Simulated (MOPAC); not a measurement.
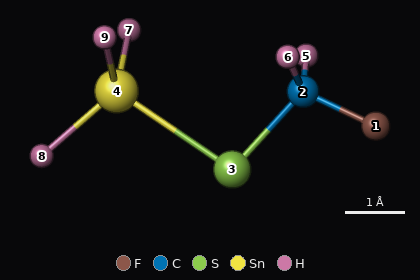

Figure 1. The structure as given in the input (ball-and-stick view, seen at a tilt; atoms are numbered from 1 in the order of the input). Sticks mark near contacts. Bond lengths as drawn: C–F 1.38 Å, C–H 1.09 Å, C–S 1.80 Å, H–Sn 1.69 to 1.70 Å and S–Sn 2.39 Å.

**CH$_{5}$FSSn: geometry relaxation (part 1 of 2)**

The run: geometry relaxation of CH$_{5}$FSSn, SMILES FC[S][SnH3]. Method and program: PM6-D3, closed shell, dispersion D3 (MOPAC 23.2.5).

The atoms were displaced at random from an optimised geometry.

**Input (run.mop)**
```
PM6-D3 CYCLES=300 GRADIENTS GNORM=0.02 EF BONDS DISP AUX(PRECISION=6) T=10M THREADS=1


F      1.942386     2.034551    -0.735310
C      0.814535     1.293166    -0.438150
S      1.348454    -0.387067    -0.059142
Sn    -0.784711    -1.347761     0.432094
H      0.172383     1.295136    -1.314332
H      0.314030     1.722424     0.427008
H     -1.785452    -1.178372    -0.929229
H     -0.476658    -2.979646     0.806444
H     -1.451941    -0.509098     1.733355
```

Machine: 1 thread of Arm Neoverse V1, 24 GiB of memory available, shared host.

Run as:
```bash
mopac run.mop
```

**The program's output**
```
MOPAC v23.2.5
PM6-D3 CALCULATION RESULTS

 *  PM6-D3     - CORRECT DISPERSION USING D3 METHOD
 *  EF         - USE EF ROUTINE FOR MINIMUM SEARCH
 *  THREADS=1  - MULTI-THREADING NOT USED
 *  CYCLES=    - DO A MAXIMUM OF 300 STEPS
 *  GNORM      - EXIT WHEN GRADIENT NORM DROPS BELOW 0.020
 *  AUX        - OUTPUT AUXILIARY INFORMATION
 *  GRADIENTS  - ALL GRADIENTS TO BE PRINTED
 *  DISP       - PRINT DISPERSION AND HYDROGEN BOND ENERGIES
 *  BONDS      - FINAL BOND-ORDER MATRIX TO BE PRINTED
PM6-D3 CYCLES=300 GRADIENTS GNORM=0.02 EF BONDS DISP AUX(PRECISION=6) T=10M THREADS=1

   ATOM   CHEMICAL          X               Y               Z
  NUMBER   SYMBOL      (ANGSTROMS)     (ANGSTROMS)     (ANGSTROMS)

     1       F          1.94238600  *   2.03455100  *  -0.73531000  *
     2       C          0.81453500  *   1.29316600  *  -0.43815000  *
     3       S          1.34845400  *  -0.38706700  *  -0.05914200  *
     4      Sn         -0.78471100  *  -1.34776100  *   0.43209400  *
     5       H          0.17238300  *   1.29513600  *  -1.31433200  *
     6       H          0.31403000  *   1.72242400  *   0.42700800  *
     7       H         -1.78545200  *  -1.17837200  *  -0.92922900  *
     8       H         -0.47665800  *  -2.97964600  *   0.80644400  *
     9       H         -1.45194100  *  -0.50909800  *   1.73335500  *

          CARTESIAN COORDINATES

    NO.       ATOM           X           Y           Z

     1         F          1.9424      2.0346     -0.7353
     2         C          0.8145      1.2932     -0.4382
     3         S          1.3485     -0.3871     -0.0591
     4        Sn         -0.7847     -1.3478      0.4321
     5         H          0.1724      1.2951     -1.3143
     6         H          0.3140      1.7224      0.4270
     7         H         -1.7855     -1.1784     -0.9292
     8         H         -0.4767     -2.9796      0.8064
     9         H         -1.4519     -0.5091      1.7334

           Empirical Formula: C H5 F S Sn  =     9 atoms

      MOLECULAR POINT GROUP   :   Cs

      RHF CALCULATION, NO. OF DOUBLY OCCUPIED LEVELS = 13

          Geometry optimization using EF

          DIAGONAL MATRIX USED AS START HESSIAN
```

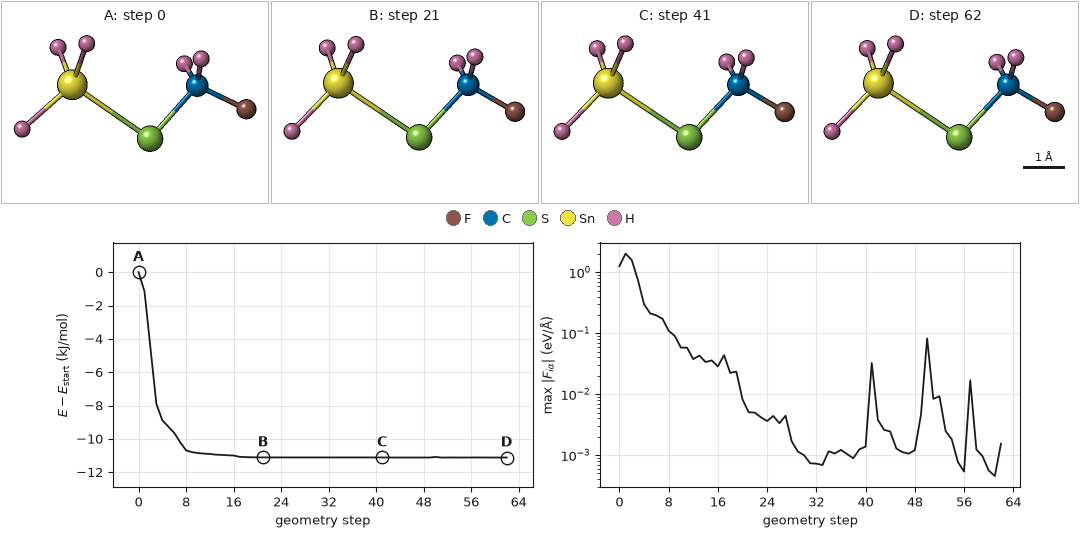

Figure 2. Frames of the relaxation (ball-and-stick view, seen at a tilt) above the curves, on which the letters mark them (steps are counted from 0).

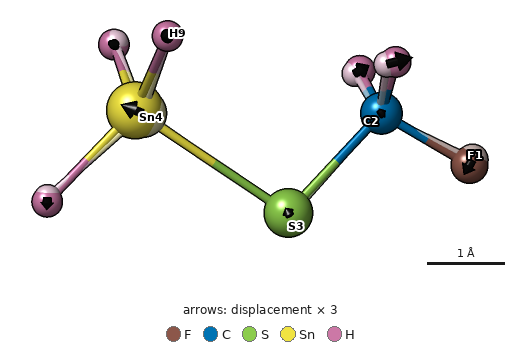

Figure 3. Start (faint) and end (solid) with the displacements as black arrows, magnified 3 times (ball-and-stick view, seen at a tilt). The two geometries are laid on each other by the best rigid fit. The atom that moves furthest after the best rigid fit is H6 (0.12 Å). By element the largest moves are H 0.12 Å, Sn 0.11 Å, F 0.08 Å, S 0.04 Å, C 0.04 Å. Among the contacts that change: S3–Sn4 2.391 → 2.457 Å, C2–S3 1.803 → 1.830 Å, F1–C2 1.382 → 1.361 Å, C2–H5 1.086 → 1.104 Å. Among the angles that change: H7–Sn4–H9 109.6° → 114.2°, S3–Sn4–H7 108.7° → 104.7°, S3–Sn4–H8 105.6° → 101.9°. Over 62 geometry steps the energy falls by 11.1 kJ/mol. Largest force component: 1.3 eV/Å at the start, 0.0015 eV/Å at the end. (Atoms are counted from 1 in the order of the input.)

```
 CYCLE:     1 TIME:   0.008 TIME LEFT: 10.00M  GRAD.:    59.304 HEAT: -23.44306
 CYCLE:     2 TIME:   0.008 TIME LEFT: 10.00M  GRAD.:    76.109 HEAT: -23.71964
 CYCLE:     3 TIME:   0.000 TIME LEFT: 10.00M  GRAD.:    49.926 HEAT: -24.52619
 CYCLE:     4 TIME:   0.000 TIME LEFT: 10.00M  GRAD.:    28.916 HEAT: -25.33159
 CYCLE:     5 TIME:   0.008 TIME LEFT: 10.00M  GRAD.:    15.196 HEAT: -25.56639
 CYCLE:     6 TIME:   0.000 TIME LEFT: 10.00M  GRAD.:    10.631 HEAT: -25.65639
 CYCLE:     7 TIME:   0.000 TIME LEFT: 10.00M  GRAD.:     9.409 HEAT: -25.74589
 CYCLE:     8 TIME:   0.000 TIME LEFT: 10.00M  GRAD.:     8.014 HEAT: -25.87936
 CYCLE:     9 TIME:   0.008 TIME LEFT: 10.00M  GRAD.:     6.267 HEAT: -25.99822
 CYCLE:    10 TIME:   0.000 TIME LEFT: 10.00M  GRAD.:     4.338 HEAT: -26.02296
 CYCLE:    11 TIME:   0.000 TIME LEFT: 10.00M  GRAD.:     2.563 HEAT: -26.03686
 CYCLE:    12 TIME:   0.000 TIME LEFT: 10.00M  GRAD.:     2.503 HEAT: -26.04425
 CYCLE:    13 TIME:   0.008 TIME LEFT: 10.00M  GRAD.:     1.734 HEAT: -26.04914
 CYCLE:    14 TIME:   0.000 TIME LEFT: 10.00M  GRAD.:     2.187 HEAT: -26.05935
 CYCLE:    15 TIME:   0.000 TIME LEFT: 10.00M  GRAD.:     1.553 HEAT: -26.06265
 CYCLE:    16 TIME:   0.000 TIME LEFT: 10.00M  GRAD.:     1.738 HEAT: -26.06831
 CYCLE:    17 TIME:   0.008 TIME LEFT: 10.00M  GRAD.:     1.535 HEAT: -26.07148
 CYCLE:    18 TIME:   0.000 TIME LEFT: 10.00M  GRAD.:     2.576 HEAT: -26.09024
 CYCLE:    19 TIME:   0.000 TIME LEFT: 10.00M  GRAD.:     1.391 HEAT: -26.09455
 CYCLE:    20 TIME:   0.000 TIME LEFT: 10.00M  GRAD.:     1.060 HEAT: -26.09732
 CYCLE:    21 TIME:   0.008 TIME LEFT: 10.00M  GRAD.:     0.469 HEAT: -26.09830
 CYCLE:    22 TIME:   0.000 TIME LEFT: 10.00M  GRAD.:     0.247 HEAT: -26.09869
 CYCLE:    23 TIME:   0.000 TIME LEFT: 10.00M  GRAD.:     0.230 HEAT: -26.09895
 CYCLE:    24 TIME:   0.000 TIME LEFT: 10.00M  GRAD.:     0.202 HEAT: -26.09911
 CYCLE:    25 TIME:   0.008 TIME LEFT: 10.00M  GRAD.:     0.173 HEAT: -26.09916
 CYCLE:    26 TIME:   0.000 TIME LEFT: 10.00M  GRAD.:     0.213 HEAT: -26.09925
 CYCLE:    27 TIME:   0.000 TIME LEFT: 10.00M  GRAD.:     0.181 HEAT: -26.09928
 CYCLE:    28 TIME:   0.000 TIME LEFT: 10.00M  GRAD.:     0.172 HEAT: -26.09934
 CYCLE:    29 TIME:   0.008 TIME LEFT: 10.00M  GRAD.:     0.083 HEAT: -26.09938
 CYCLE:    30 TIME:   0.000 TIME LEFT: 10.00M  GRAD.:     0.050 HEAT: -26.09939
 CYCLE:    31 TIME:   0.000 TIME LEFT: 10.00M  GRAD.:     0.045 HEAT: -26.09940
 CYCLE:    32 TIME:   0.008 TIME LEFT: 10.00M  GRAD.:     0.040 HEAT: -26.09941
 CYCLE:    33 TIME:   0.000 TIME LEFT: 10.00M  GRAD.:     0.033 HEAT: -26.09941
 CYCLE:    34 TIME:   0.000 TIME LEFT: 10.00M  GRAD.:     0.029 HEAT: -26.09941
 CYCLE:    35 TIME:   0.000 TIME LEFT: 10.00M  GRAD.:     0.043 HEAT: -26.09941
 CYCLE:    36 TIME:   0.008 TIME LEFT: 10.00M  GRAD.:     0.039 HEAT: -26.09942
 CYCLE:    37 TIME:   0.000 TIME LEFT: 10.00M  GRAD.:     0.062 HEAT: -26.09943
 CYCLE:    38 TIME:   0.000 TIME LEFT: 10.00M  GRAD.:     0.046 HEAT: -26.09944
 CYCLE:    39 TIME:   0.000 TIME LEFT: 10.00M  GRAD.:     0.034 HEAT: -26.09945
 CYCLE:    40 TIME:   0.008 TIME LEFT: 10.00M  GRAD.:     0.062 HEAT: -26.09949
 CYCLE:    41 TIME:   0.000 TIME LEFT: 10.00M  GRAD.:     0.072 HEAT: -26.09954
 CYCLE:    42 TIME:   0.000 TIME LEFT: 10.00M  GRAD.:     1.192 HEAT: -26.09936
 CYCLE:    43 TIME:   0.008 TIME LEFT: 10.00M  GRAD.:     0.190 HEAT: -26.10021
 CYCLE:    44 TIME:   0.000 TIME LEFT: 10.00M  GRAD.:     0.175 HEAT: -26.10020
 CYCLE:    45 TIME:   0.000 TIME LEFT: 10.00M  GRAD.:     0.130 HEAT: -26.10027
 CYCLE:    46 TIME:   0.008 TIME LEFT: 10.00M  GRAD.:     0.087 HEAT: -26.10028
 CYCLE:    47 TIME:   0.000 TIME LEFT: 10.00M  GRAD.:     0.061 HEAT: -26.10030
 CYCLE:    48 TIME:   0.000 TIME LEFT: 10.00M  GRAD.:     0.048 HEAT: -26.10030
 CYCLE:    49 TIME:   0.000 TIME LEFT: 10.00M  GRAD.:     0.073 HEAT: -26.10030
 CYCLE:    50 TIME:   0.008 TIME LEFT: 10.00M  GRAD.:     0.222 HEAT: -26.10025
 CYCLE:    51 TIME:   0.000 TIME LEFT: 10.00M  GRAD.:     3.265 HEAT: -26.09235
 CYCLE:    52 TIME:   0.000 TIME LEFT: 10.00M  GRAD.:     0.364 HEAT: -26.10094
 CYCLE:    53 TIME:   0.008 TIME LEFT: 10.00M  GRAD.:     0.410 HEAT: -26.09987
 CYCLE:    54 TIME:   0.000 TIME LEFT: 10.00M  GRAD.:     0.138 HEAT: -26.10017
 CYCLE:    55 TIME:   0.000 TIME LEFT: 10.00M  GRAD.:     0.077 HEAT: -26.10024
 CYCLE:    56 TIME:   0.000 TIME LEFT: 10.00M  GRAD.:     0.034 HEAT: -26.10026
 CYCLE:    57 TIME:   0.008 TIME LEFT: 10.00M  GRAD.:     0.030 HEAT: -26.10027
 CYCLE:    58 TIME:   0.000 TIME LEFT: 10.00M  GRAD.:     0.658 HEAT: -26.09970
 CYCLE:    59 TIME:   0.000 TIME LEFT: 10.00M  GRAD.:     0.048 HEAT: -26.10026
 CYCLE:    60 TIME:   0.000 TIME LEFT: 10.00M  GRAD.:     0.037 HEAT: -26.10026
 CYCLE:    61 TIME:   0.008 TIME LEFT: 10.00M  GRAD.:     0.026 HEAT: -26.10026
 CYCLE:    62 TIME:   0.000 TIME LEFT: 10.00M  GRAD.:     0.022 HEAT: -26.10027
 CYCLE:    63 TIME:   0.000 TIME LEFT: 10.00M  GRAD.:     0.055 HEAT: -26.10026

 HEAT OF FORMATION IS ESSENTIALLY STATIONARY

 -------------------------------------------------------------------------------
 PM6-D3 CYCLES=300 GRADIENTS GNORM=0.02 EF BONDS DISP AUX(PRECISION=6) T=10M THREADS=1

     GEOMETRY OPTIMISED USING EIGENVECTOR FOLLOWING (EF).
     SCF FIELD WAS ACHIEVED

                              PM6-D3 CALCULATION

          FINAL HEAT OF FORMATION =        -26.10026 KCAL/MOL =    -109.20349 KJ/MOL

          TOTAL ENERGY            =     -20968.57702 KCAL/MOL = ELECTRONIC ENERGY + CORE-CORE REPULSION
          ENERGY OF ATOMS         =      20943.89104 KCAL/MOL
                              SUM =        -24.68598 KCAL/MOL
          DISPERSION ENERGY       =         -1.40205 KCAL/MOL
          H-BOND ENERGY           =         -0.01223 KCAL/MOL
                              SUM =        -26.10026 KCAL/MOL = FINAL HEAT OF FORMATION

          TOTAL ENERGY            =       -909.28356 EV
          ELECTRONIC ENERGY       =      -2348.94742 EV
          CORE-CORE REPULSION     =       1439.66386 EV
          COSMO AREA              =        136.01 SQUARE ANGSTROMS
          COSMO VOLUME            =        129.98 CUBIC ANGSTROMS

          GRADIENT NORM           =          0.05533          =       0.01844 PER ATOM
          IONIZATION POTENTIAL    =          8.868365 EV
          HOMO LUMO ENERGIES (EV) =         -8.868 -0.014
          NO. OF FILLED LEVELS    =         13
          MOLECULAR WEIGHT        =        186.7989         POINT GROUP:  Cs

          MOLECULAR DIMENSIONS (Angstroms)

            Atom       Atom       Distance
            H     8    F     1     5.73939
            H     7    H     9     2.84695
            H     7    S     3     2.41945

          SCF CALCULATIONS        =         66

          WALL-CLOCK TIME         =      0.148 SECONDS
          COMPUTATION TIME        =      0.143 SECONDS

       FINAL  POINT  AND  DERIVATIVES

   PARAMETER     ATOM    TYPE            VALUE        GRADIENT
      1          1  F    CARTESIAN X     1.989022     -0.018263  KCAL/ANGSTROM
      2          1  F    CARTESIAN Y     2.009803     -0.007257  KCAL/ANGSTROM
      3          1  F    CARTESIAN Z    -0.744985     -0.022691  KCAL/ANGSTROM
      4          2  C    CARTESIAN X     0.827671      0.007601  KCAL/ANGSTROM
      5          2  C    CARTESIAN Y     1.360451      0.014293  KCAL/ANGSTROM
      6          2  C    CARTESIAN Z    -0.457135      0.035566  KCAL/ANGSTROM
      7          3  S    CARTESIAN X     1.340083      0.002120  KCAL/ANGSTROM
      8          3  S    CARTESIAN Y    -0.350623     -0.001203  KCAL/ANGSTROM
      9          3  S    CARTESIAN Z    -0.057015     -0.007254  KCAL/ANGSTROM
     10          4 Sn    CARTESIAN X    -0.825733      0.002043  KCAL/ANGSTROM
     11          4 Sn    CARTESIAN Y    -1.395456      0.000230  KCAL/ANGSTROM
     12          4 Sn    CARTESIAN Z     0.447732      0.001983  KCAL/ANGSTROM
     13          5  H    CARTESIAN X     0.184893      0.012024  KCAL/ANGSTROM
     14          5  H    CARTESIAN Y     1.398754      0.008103  KCAL/ANGSTROM
     15          5  H    CARTESIAN Z    -1.354204     -0.003905  KCAL/ANGSTROM
     16          6  H    CARTESIAN X     0.361047     -0.006647  KCAL/ANGSTROM
     17          6  H    CARTESIAN Y     1.864186     -0.008976  KCAL/ANGSTROM
     18          6  H    CARTESIAN Z     0.407621     -0.011416  KCAL/ANGSTROM
     19          7  H    CARTESIAN X    -1.738115     -0.002627  KCAL/ANGSTROM
     20          7  H    CARTESIAN Y    -1.199082     -0.001748  KCAL/ANGSTROM
     21          7  H    CARTESIAN Z    -0.967886      0.006262  KCAL/ANGSTROM
     22          8  H    CARTESIAN X    -0.372170      0.000703  KCAL/ANGSTROM
     23          8  H    CARTESIAN Y    -2.993554     -0.003527  KCAL/ANGSTROM
     24          8  H    CARTESIAN Z     0.782024     -0.001911  KCAL/ANGSTROM
     25          9  H    CARTESIAN X    -1.418745      0.003047  KCAL/ANGSTROM
     26          9  H    CARTESIAN Y    -0.532654      0.000086  KCAL/ANGSTROM
     27          9  H    CARTESIAN Z     1.781542      0.003366  KCAL/ANGSTROM

   ATOM   CHEMICAL          X               Y               Z
  NUMBER   SYMBOL      (ANGSTROMS)     (ANGSTROMS)     (ANGSTROMS)

     1       F          1.98902218  *   2.00980260  *  -0.74498488  *
     2       C          0.82767068  *   1.36045063  *  -0.45713516  *
     3       S          1.34008298  *  -0.35062275  *  -0.05701489  *
     4      Sn         -0.82573284  *  -1.39545598  *   0.44773175  *
     5       H          0.18489279  *   1.39875416  *  -1.35420445  *
     6       H          0.36104725  *   1.86418583  *   0.40762061  *
     7       H         -1.73811453  *  -1.19908210  *  -0.96788632  *
     8       H         -0.37217000  *  -2.99355430  *   0.78202417  *
     9       H         -1.41874543  *  -0.53265428  *   1.78154161  *

                             CARTESIAN COORDINATES

   1    F        1.989022178     2.009802599    -0.744984882
   2    C        0.827670683     1.360450626    -0.457135155
   3    S        1.340082975    -0.350622754    -0.057014889
   4   Sn       -0.825732835    -1.395455977     0.447731749
   5    H        0.184892794     1.398754165    -1.354204453
   6    H        0.361047250     1.864185832     0.407620613
   7    H       -1.738114526    -1.199082100    -0.967886319
   8    H       -0.372169995    -2.993554302     0.782024174
   9    H       -1.418745431    -0.532654281     1.781541608

           Empirical Formula: C H5 F S Sn  =     9 atoms

      MOLECULAR POINT GROUP   :   Cs

                  EIGENVALUES
 -41.27894 -29.27176 -22.97988 -18.18787 -17.24971 -16.60583 -15.70668 -13.58104
 -12.47767 -12.23549 -11.71766 -10.01449  -8.86836  -0.01387   0.44250   1.75397
   2.12031   2.27779   2.32734   2.38093   2.73645   3.36781   3.46572   3.51170
   5.08119   5.12071

              NET ATOMIC CHARGES AND DIPOLE CONTRIBUTIONS

  ATOM NO.   TYPE          CHARGE      No. of ELECS.   s-Pop       p-Pop       d-Pop
    1          F          -0.157445        7.1574     1.97187     5.18558
    2          C          -0.064838        4.0648     1.14211     2.92272
    3          S          -0.459705        6.4597     1.95034     4.41168     0.09769
    4         Sn           0.425114        3.5749     1.31799     2.25690
    5          H           0.140296        0.8597     0.85970
    6          H           0.140165        0.8598     0.85984
    7          H          -0.012299        1.0123     1.01230
    8          H           0.000530        0.9995     0.99947
    9          H          -0.011816        1.0118     1.01182
 DIPOLE           X         Y         Z       TOTAL
 POINT-CHG.    -5.857    -1.728     1.066     6.199
 HYBRID         1.087     0.461    -0.235     1.204
 SUM           -4.770    -1.267     0.830     5.005

          ATOMIC ORBITAL ELECTRON POPULATIONS

     Atom    s        px        py        pz      x^2-y^2     xz        z^2       yz        xy
    1  F   1.97187   1.42635   1.80217   1.95706
    2  C   1.14211   0.89852   0.91684   1.10737
    3  S   1.95034   1.41164   1.08600   1.91404   0.02987   0.00972   0.01950   0.01202   0.02658
    4 Sn   1.31799   0.62063   0.80083   0.83544
    5  H   0.85970
    6  H   0.85984
    7  H   1.01230
    8  H   0.99947
    9  H   1.01182

          BONDING CONTRIBUTION OF EACH M.O.

  0.1758  0.7195  1.4833  1.4758  0.6936  0.6767  1.5044  1.2217  1.9197  2.0668
  1.8581  1.4365  0.1702 -1.7395 -1.0314 -1.8729 -0.3339 -0.0552 -0.1665 -0.0277
 -0.9639 -1.6436 -1.7946 -1.8551 -1.9438 -1.9739

            (VALENCIES)   BOND ORDERS

     1  F     (1.017)     2  C 0.976     3  S 0.020

     2  C     (3.912)     3  S 0.994     1  F 0.976     5  H 0.967     6  H 0.967

     3  S     (1.876)     2  C 0.994     4 Sn 0.800     1  F 0.020     9  H 0.018     7  H 0.018     8  H 0.012

     4 Sn     (3.637)     8  H 0.945     7  H 0.941     9  H 0.941     3  S 0.800

     5  H     (0.980)     2  C 0.967

     6  H     (0.980)     2  C 0.967

     7  H     (1.000)     4 Sn 0.941     9  H 0.022     8  H 0.019     3  S 0.018

     8  H     (1.000)     4 Sn 0.945     9  H 0.019     7  H 0.019     3  S 0.012

     9  H     (1.000)     4 Sn 0.941     7  H 0.022     8  H 0.019     3  S 0.018

 *                    *
 * JOB ENDED NORMALLY *
 *                    *

 TOTAL JOB TIME:             0.15 SECONDS

 == MOPAC DONE ==
```

**Trajectory as extended XYZ (Å, eV, eV/Å), 24 of the 63 frames kept, from step=0 to step=62**
```
9
Properties=species:S:1:pos:R:3:forces:R:3 step=0 energy=-1.01659
F     1.9424    2.0346   -0.7353   -0.6958  -0.5737   0.2924
C     0.8145    1.2932   -0.4381    0.6735   0.6010  -0.2580
S     1.3485   -0.3871   -0.0591    1.2573  -0.1842  -0.1091
Sn   -0.7847   -1.3478    0.4321   -1.2059  -0.9350   0.1569
H     0.1724    1.2951   -1.3143   -0.2519   0.2023  -0.4839
H     0.3140    1.7224    0.4270   -0.0767   0.4917   0.3096
H    -1.7855   -1.1784   -0.9292    0.1507   0.0358  -0.0892
H    -0.4767   -2.9796    0.8064    0.1063   0.1631  -0.0575
H    -1.4519   -0.5091    1.7334    0.0425   0.1991   0.2388
```
